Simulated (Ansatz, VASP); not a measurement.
# CuI (Marshite) in two plane-wave programs, part 2 of 2

Aim: how closely do two programs agree when they are given the same cell, functional and k mesh?  Valence electrons are named where the data sets of a main pair hold unlike numbers.

VASP 6.6.1 and Ansatz 0.2.0.

So far. Step 2 (VASP: band structure, PBE, spin-orbit coupling): The run ends at a pressure of 0.35 GPa.

The database entry behind the starting cell differs from later determinations by our own check (about 0.15 % long (mineral sample)), so it need not match the best structure at ambient conditions.

### Step 3. Ansatz: band structure, PBE, spin-orbit coupling

Level of this step: Ansatz beside VASP: Kohn-Sham DFT, plane waves, PBE, spin-orbit coupling (Ansatz).

Ansatz runs on its fully relativistic PAW (standard-fr) files.

The same cell, functional, mesh and smearing now go to Ansatz, which takes its cutoff from its data sets.

Input file input.yaml:

```yaml
crystal:
  lattice:
    - [0.0, 3.0315, 3.0315]
    - [3.0315, 0.0, 3.0315]
    - [3.0315, 3.0315, 0.0]
  atoms:
    - { symbol: Cu, position: [0.25, 0.25, 0.25] }
    - { symbol: I, position: [0.0, 0.0, 0.0] }
hamiltonian:
  xc: pbe
  pseudopotentials: { kind: paw_fr }
magnetization:
  noncollinear: true
  spin_orbit: true
kpoints:
  mp_grid: { grid: [4, 4, 4] }
  band_path:
    path:
      - [0.0, 0.0, 0.0]
      - [0.18182, 0.0, 0.18182]
      - [0.36364, 0.0, 0.36364]
      - [0.5, 0.0, 0.5]
      - [0.5, 0.09091, 0.59091]
      - [0.5, 0.18182, 0.68182]
      - [0.5, 0.25, 0.75]
      - [0.45455, 0.29545, 0.75]
      - [0.40909, 0.34091, 0.75]
      - [0.375, 0.375, 0.75]
      - [0.20455, 0.20455, 0.40909]
      - [0.06818, 0.06818, 0.13636]
      - [0.04545, 0.04545, 0.04545]
      - [0.22727, 0.22727, 0.22727]
      - [0.40909, 0.40909, 0.40909]
      - [0.51136, 0.47727, 0.51136]
      - [0.55682, 0.38636, 0.55682]
      - [0.60227, 0.29545, 0.60227]
      - [0.61364, 0.25, 0.63636]
      - [0.56818, 0.25, 0.68182]
      - [0.51136, 0.25, 0.73864]
      - [0.5, 0.29545, 0.70455]
      - [0.5, 0.38636, 0.61364]
      - [0.5, 0.47727, 0.52273]
      - [0.47727, 0.47727, 0.54545]
      - [0.43182, 0.43182, 0.63636]
      - [0.38636, 0.38636, 0.72727]
      - [0.60227, 0.20455, 0.60227]
      - [0.55682, 0.11364, 0.55682]
      - [0.5, 0.0, 0.5]
    npoints: 1
scf:
  occupations: { method: gaussian, width: 0.01 }
  n_extra_bands: 14
output:
  forces: true
  stress: true
  eigenvalues: true
```

Launch:

```bash
ansatz run input.yaml --threads 2 --pin off --max-ram 4608MiB --backend cpu --events-out ev --progress --plain --runs-dir out
```

Numbers of over 12 decimals in the logs are rounded to 6 here.

The program printed:

```text
scf.n_extra_bands = 14 over 36 filled bands (N_el = 36.0): the run solves 50 bands
Engine: ansatz 0.2.0, aarch64-unknown-linux-gnu
Pseudopotentials: kind: paw_fr
Pseudopotential: Cu, paw_fr, valence charge 19, recommended cutoff 420 eV (normal), Cu.paw.azcp#standard-fr
Pseudopotential: I, paw_fr, valence charge 17, recommended cutoff 420 eV (normal), I.paw.azcp#standard-fr
Functional definition: PBE
  parameter kappa = 0.804
  parameter beta = 0.066725
  exchange = pbe_x(kappa = kappa, mu = beta*pi^2/3)
  correlation = pbe_c(beta = beta)
non-collinear run that drives no moment, with spin-orbit: no starting moment large enough to seed its density (crystal.atoms[].spin), no starting occupations that ask for one, no magnetisation constraint and no magnetic field, so the semilocal B_xc is pinned to zero
Crystal: 2 atoms, lattice volume = 55.719 Å³
Basis set: ecut = 420 eV, 1067 PW (Γ), exchange–correlation on 60×60×60 points (8 copies of the dense FFT grid, shifted against one another)
Bands: 50, of which v1, the nominal top of the filled ones, is band 36 counted from 1 (35 counted from 0)
Symmetry: 24 space group operations + 24 with time reversal
Magnetic group: BNS 216.75 (UNI 1577), of the structure as read, at distance tolerance 3.8e-5 Å
k-points: 8 of 64 (time reversal used)
Projection manifold: j_resolved (fully-relativistic pseudo-atomic orbitals)
Non-local potential: Cu, projectors of the file, l = 0: 3, l = 1: 4, l = 2: 6, l = 3: 2
Non-local potential: I, projectors of the file, l = 0: 2, l = 1: 4, l = 2: 4, l = 3: 4
PAW form: soft (Blöchl's): semilocal exchange-correlation on the pseudo side does not see the compensation charge
PAW one-centre angular grid: Cu, 590 points (default); XC on 64 Gauss nodes
PAW one-centre angular grid: I, 590 points (default); XC on 96 Gauss nodes
Initial density: superposition of atomic densities (chi_scale 0.1, normalization cell, long waves kept (reshape's long-wave potential 0.00 eV rms))
Initial wavefunctions: pseudopotential atomic-orbital guess
Functional: x = pbe(κ = 0.804, μ = 0.219515), c = pbe(β = 0.066725)
SCF iter   1: F=—  HF=-14142.693469 eV  |F-HF|=—  |Δ(HF+E_count)|=         —  Δρ=7.62e-2  dr2=3.31e0  dr2_m=0.00e0 (ungated)  ethr=3.10e-3  |M|=0.00e0 ∫|m|=0.00e0 μB  |m|>n=0.0e0 m-floor=0.0e0 τ_xc=0.0e0  β_m=0.30  ⟨swp⟩=10.0  Hψ=2255  notcnv=0  defer=15
preconditioner: auto → none  [insulator: Δε(μ)=1.274 eV  Ē_g=12.285 eV  σ=0.010 eV  W_gap=1.00  n_scr=14 (ndim 8)  ℏωp=21.1 eV  f_vac=0.154  D(μ)=0.00/eV (n_scr^D=0)  ε∞_Penn≈4.0]
SCF iter   2: F=—  HF=-14141.834077 eV  |F-HF|=—  |Δ(HF+E_count)|=   8.59e-1  Δρ=3.80e-2  dr2=4.24e-1  dr2_m=0.00e0 (ungated)  ethr=3.10e-3  |M|=0.00e0 ∫|m|=0.00e0 μB  |m|>n=0.0e0 m-floor=0.0e0 τ_xc=0.0e0  β_m=0.27  ⟨swp⟩=3.0  Hψ=875  notcnv=0  defer=58
SCF iter   3: F=—  HF=-14141.722984 eV  |F-HF|=—  |Δ(HF+E_count)|=   1.11e-1  Δρ=1.10e-2  dr2=9.17e-2  dr2_m=0.00e0 (ungated)  ethr=1.18e-3  |M|=0.00e0 ∫|m|=0.00e0 μB  |m|>n=0.0e0 m-floor=0.0e0 τ_xc=0.0e0  β_m=0.36  ⟨swp⟩=2.0  Hψ=620  notcnv=0  defer=58
SCF iter   4: F=—  HF=-14141.718609 eV  |F-HF|=—  |Δ(HF+E_count)|=   4.38e-3  Δρ=8.50e-3  dr2=2.15e-2  dr2_m=0.00e0 (ungated)  ethr=2.55e-4  |M|=0.00e0 ∫|m|=0.00e0 μB  |m|>n=0.0e0 m-floor=0.0e0 τ_xc=0.0e0  β_m=0.67  ⟨swp⟩=3.0  Hψ=622  notcnv=0  defer=58
SCF iter   5: F=—  HF=-14141.729799 eV  |F-HF|=—  |Δ(HF+E_count)|=   1.12e-2  Δρ=1.33e-3  dr2=9.55e-4  dr2_m=0.00e0 (ungated)  ethr=5.97e-5  |M|=0.00e0 ∫|m|=0.00e0 μB  |m|>n=0.0e0 m-floor=0.0e0 τ_xc=0.0e0  β_m=0.64  ⟨swp⟩=2.0  Hψ=632  notcnv=0  defer=58
SCF iter   6: F=—  HF=-14141.730004 eV  |F-HF|=—  |Δ(HF+E_count)|=   2.06e-4  Δρ=1.27e-3  dr2=8.36e-4  dr2_m=0.00e0 (ungated)  ethr=2.65e-6  |M|=0.00e0 ∫|m|=0.00e0 μB  |m|>n=0.0e0 m-floor=0.0e0 τ_xc=0.0e0  β_m=0.79  ⟨swp⟩=2.4  Hψ=696  notcnv=0  defer=58
SCF iter   7: F=—  HF=-14141.729830 eV  |F-HF|=—  |Δ(HF+E_count)|=   1.75e-4  Δρ=4.33e-5  dr2=5.52e-7  dr2_m=0.00e0 (ungated)  ethr=2.32e-6  |M|=0.00e0 ∫|m|=0.00e0 μB  |m|>n=0.0e0 m-floor=0.0e0 τ_xc=0.0e0  β_m=0.82  ⟨swp⟩=2.0  Hψ=478  notcnv=0  defer=58
SCF iter   8: F=—  HF=-14141.729834 eV  |F-HF|=—  |Δ(HF+E_count)|=   4.68e-6  Δρ=1.92e-5  dr2=2.21e-7  dr2_m=0.00e0 (ungated)  ethr=2.78e-10  |M|=0.00e0 ∫|m|=0.00e0 μB  |m|>n=0.0e0 m-floor=0.0e0 τ_xc=0.0e0  β_m=0.82  ⟨swp⟩=14.0  Hψ=2271  notcnv=0
SCF iter   9: F=-14141.729834 eV  HF=-14141.729834 eV  |F-HF|=2.97e-8  |Δ(HF+E_count)|=   4.37e-8  Δρ=8.47e-6  dr2=3.02e-8  dr2_m=0.00e0 (ungated)  ethr=2.78e-10  |M|=0.00e0 ∫|m|=0.00e0 μB  |m|>n=0.0e0 m-floor=0.0e0 τ_xc=0.0e0  ⟨swp⟩=5.1  Hψ=1354  notcnv=0
SCF 1 converged in 9 iterations: F = -14141.729834 eV  dr2 = 3.02e-8
  greatest PAW one-centre occupation: 1.000 electrons in one spin orbital (limit 2), on the Cu atom at site 0 (counted from 0), in its partial waves of l = 0
NSCF: frozen V_eff on 30 k-points
SCF converged after 9 iterations
Magnetization: |M| = 0.0000 μB,  M = (+0.0000, +0.0000, +0.0000) μB
Absolute magnetization: 0.0000 μB (∫|m|)
  site 0: m = (+0.0000, +0.0000, +0.0000) μB, |m| = 0.0000 μB  (R = 1.08 Å)
  site 1: m = (+0.0000, +0.0000, +0.0000) μB, |m| = 0.0000 μB  (R = 1.08 Å)
Free energy (F): -14141.729834 eV
Harris-Foulkes:  -14141.729834 eV  (|F-HF|=2.97e-8)
Internal energy: -14141.729834 eV  (E = F + TS)
E sigma→0 (E₀):  -14141.729834 eV
Fermi energy:    8.808947 eV
--- Per-component energies (eV) ---
  E_band       = -866.577167
  E_kinetic    = 489.874947
  E_local      = -7623.950032  (includes V_loc(G=0)·N_el)
  E_nonlocal   = 314.155656
  E_hartree    = 3543.939812
  E_xc         = -215.379766
  E_vxc        = -241.161555  (∫ρ·V_xc dr)
  E_paw        = -6496.239295  (= ΣΔE_a)
  E_vpaw       = -893.358165  (= ΣTr[D̂ρ^β])
  E_aug_tail   = 0.000297  (compensation charges beyond the density's cutoff)
  E_ewald      = -4154.131452
  E_smearing   = -0.000000  (= −TS)
  E_closure    = -0.000000  (closes the sum)
  Σ components = -14141.729834   (vs F -14141.729834, Δ=0.00e0)
--- Forces (eV/Å), atoms counted from 1 ---
  atom   1  Cu    -0.00000000    -0.00000000     0.00000000
  atom   2  I      0.00000000    -0.00000000     0.00000000
  max |Σ_I F_I| component: 1.06e-17 eV/Å
--- Stress (GPa, compression-positive) ---
        0.633912       0.000000      -0.000000
        0.000000       0.633912       0.000000
       -0.000000       0.000000       0.633912
  P = ⅓ Tr σ = 0.6339 GPa (6.339 kbar)
--- Band table (eV; the first three rows and the last of 8) ---
  k-point 0: bands = [... 32 lower, 8.3272, 8.3272, 8.3272, 8.3272, 9.2906, 9.2906, 12.9857, 12.9857, ... 10 higher]
  k-point 1: bands = [... 32 lower, 7.7018, 7.7018, 7.8768, 7.9422, 10.4243, 10.4243, 13.5338, 13.5338, ... 10 higher]
  k-point 2: bands = [... 32 lower, 7.4048, 7.4048, 7.5296, 7.5296, 10.3074, 10.3074, 13.5668, 13.5668, ... 10 higher]
  k-point 7: bands = [... 32 lower, 6.5826, 6.5956, 6.8860, 6.9743, 12.3930, 12.8114, 12.8143, 12.8838, ... 10 higher]
```

Wall time 11 s (2 threads of Arm Neoverse V1, shared host); peak memory 0.47 GiB; 20 s of CPU time.

In the SCF lines HF is the Harris–Foulkes energy and dr2 the Hartree energy of the density residual, in eV; the loop may stop once dr2 is under the threshold and the program's other checks hold. Hψ counts applications of the Hamiltonian.

### Step 4. Side by side

Known differences besides the potentials themselves: spin-orbit coupling enters by fully relativistic files in Ansatz and inside the spheres in VASP; the data sets hold 36 valence electrons in Ansatz (on its fully relativistic PAW (standard-fr) files) and 18 in VASP; the cutoff is 420 eV in Ansatz and 440 eV in VASP. Total energies have different zeros and are not compared.

Compared:

```tsv
quantity	Ansatz	VASP	difference
gap over the path points (eV)	0.963	0.951	+0.012
```

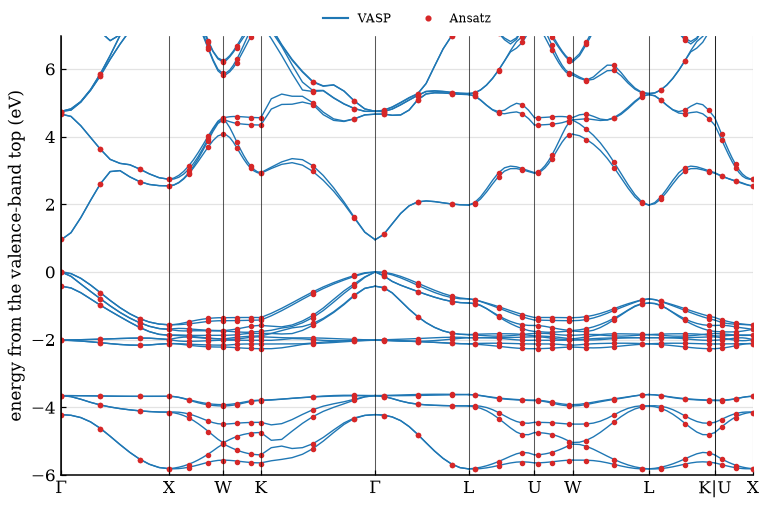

Bands from VASP (lines) and levels from Ansatz (dots). Dots without a line are higher empty bands that the VASP plot leaves out.

Levels at points of the path, from each program's valence-band top (eV; 8 filled, then empty):

```tsv
k (reciprocal lattice)	Ansatz	VASP
0.000 0.000 0.000	-2.02 -2.02 -0.43 -0.43 0.00 0.00 0.00 0.00 0.96 0.96 4.66 4.66 4.74 4.74	-2.02 -2.02 -0.42 -0.42 0.00 0.00 0.00 0.00 0.95 0.95 4.66 4.66 4.75 4.75
0.182 0.000 0.182	-1.99 -1.99 -0.98 -0.98 -0.80 -0.80 -0.61 -0.61 2.61 2.61 3.62 3.62 5.79 5.79	-1.99 -1.99 -0.98 -0.98 -0.79 -0.79 -0.61 -0.61 2.60 2.60 3.63 3.63 5.80 5.80
0.364 0.000 0.364	-1.96 -1.96 -1.64 -1.64 -1.50 -1.50 -1.38 -1.38 2.67 2.67 3.04 3.04 7.66 7.66	-1.96 -1.96 -1.64 -1.64 -1.50 -1.50 -1.38 -1.38 2.67 2.67 3.04 3.04 7.66 7.66
0.500 0.000 0.500	-2.00 -2.00 -1.87 -1.87 -1.70 -1.70 -1.56 -1.56 2.55 2.55 2.73 2.73 8.83 8.83	-2.00 -2.00 -1.87 -1.87 -1.70 -1.70 -1.56 -1.56 2.54 2.54 2.74 2.74 8.84 8.84
0.500 0.091 0.591	-2.05 -1.93 -1.90 -1.87 -1.74 -1.68 -1.54 -1.48 2.89 2.92 3.02 3.12 7.96 8.15	-2.05 -1.93 -1.90 -1.87 -1.74 -1.68 -1.54 -1.48 2.89 2.92 3.03 3.13 7.97 8.16
0.500 0.182 0.682	-2.03 -1.97 -1.95 -1.88 -1.74 -1.72 -1.46 -1.38 3.69 3.88 3.94 4.01 6.60 6.64	-2.03 -1.97 -1.95 -1.87 -1.74 -1.72 -1.47 -1.38 3.69 3.88 3.94 4.01 6.60 6.64
0.500 0.250 0.750	-2.02 -1.98 -1.98 -1.87 -1.75 -1.73 -1.44 -1.35 4.07 4.48 4.49 4.56 5.82 5.87	-2.02 -1.98 -1.98 -1.87 -1.75 -1.73 -1.44 -1.35 4.07 4.49 4.50 4.56 5.82 5.87
0.455 0.295 0.750	-2.02 -1.98 -1.93 -1.86 -1.77 -1.69 -1.44 -1.35 3.67 3.85 4.39 4.59 6.18 6.28	-2.02 -1.98 -1.93 -1.86 -1.77 -1.69 -1.44 -1.35 3.68 3.85 4.39 4.59 6.18 6.28
0.409 0.341 0.750	-2.02 -1.93 -1.90 -1.82 -1.78 -1.61 -1.43 -1.35 3.07 3.13 4.35 4.56 6.94 7.14	-2.02 -1.93 -1.90 -1.82 -1.78 -1.61 -1.43 -1.35 3.07 3.13 4.35 4.57 6.94 7.15
0.375 0.375 0.750	-2.02 -1.92 -1.89 -1.82 -1.76 -1.58 -1.42 -1.35 2.92 2.93 4.34 4.55 7.33 7.33	-2.02 -1.92 -1.89 -1.82 -1.76 -1.58 -1.42 -1.35 2.92 2.94 4.34 4.56 7.33 7.34
```

Among the levels compared at these points, filled levels agree within 5 meV and empty ones within 12 meV. Not compared: the pressure (VASP's GW data sets at this cutoff don't carry it).

### Step 5. Summary of results

```json
{
  "largest difference of a filled level at the path points (band structure, PBE, spin-orbit coupling)": "5.1 meV"
}
```

In words: The largest difference of a filled level at the path points is 5.1 meV (band structure, PBE, spin-orbit coupling), within the 80 meV picked in this series as the mark of a large difference. The data sets hold unlike numbers of valence electrons (36 in Ansatz and 18 in VASP), so part of the differences comes from the potentials. 1 further run of this series is not shown here. Such differences can come from data sets, numerical settings and the points named under the comparisons, not from the functional's error against experiment.

[Lines on the potential files, build, host, timing and source positions are cut from VASP's logs without a mark.]

[Logs are printed without paths, hosts, clocks, repeated set-up lines and the standing remarks that a program may print on its own settings, such as how far it seeks lower states.]

[Hosts, paths, dates, database ids (printed as entryN), source tags and the programs' standing remarks are cut or masked in the printed files.]
